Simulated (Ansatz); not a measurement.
## SiC, pressure series

Start from SiC in the wurtzite structure (space group P6_3mc, No. 186; a = 3.076 Å, c = 5.048 Å).

Cell and atoms are relaxed at each pressure.

The values are results of Ansatz (an electronic-structure program), PBEsol, PAW, cutoff 420 eV, spin-orbit coupling left out, not measurements.

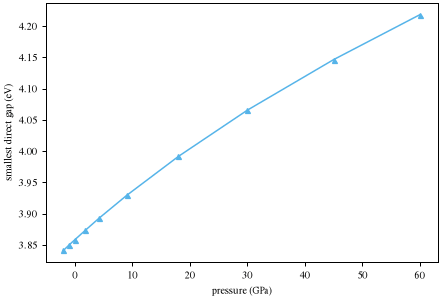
*Smallest direct gap against pressure*

| pressure (GPa) | smallest direct gap |
|---|---|
| -2 | 3.84 eV |
| -1 | 3.85 eV |
| 1.8 | 3.87 eV |
| 4.2 | 3.89 eV |
| 9 | 3.93 eV |
| 18 | 3.99 eV |
| 30 | 4.07 eV |
| 45 | 4.15 eV |
| 60 | 4.22 eV |

Load acts through the strain it causes; cell and atoms are relaxed under it. Whether these cells are dynamically stable was not tested. No other phases were tried under pressure.
